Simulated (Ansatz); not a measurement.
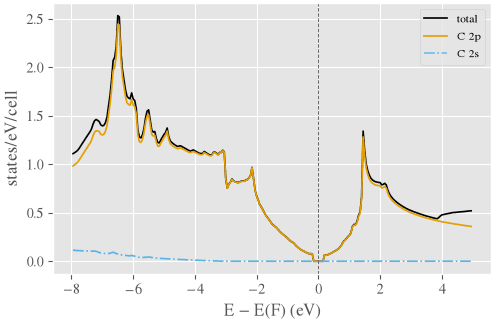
Figure: Total and projected density of states of C (graphite, P6_3/mmc), the program Ansatz at the LDA level (PAW)

### Question
Which orbitals carry the states next to the Fermi level?

### Answer
Within 0.5 eV of the Fermi level: C 2p 99 %. Projections are on Löwdin-orthogonalised atomic valence shells; empty p or d shells of many metals are not among them.

### Question
Where is the tallest occupied peak in this window, and what makes it?

### Answer
Near -6.5 eV, about 2.5 states/eV per cell; the largest projected share is C 2p.

The cell was relaxed with LDA under the symmetry of its start. A crystal of weakly bound layers computed without a dispersion correction: the cell and the soft elastic constants depend strongly on that.

Potentials: the later of the program's two PAW sets.
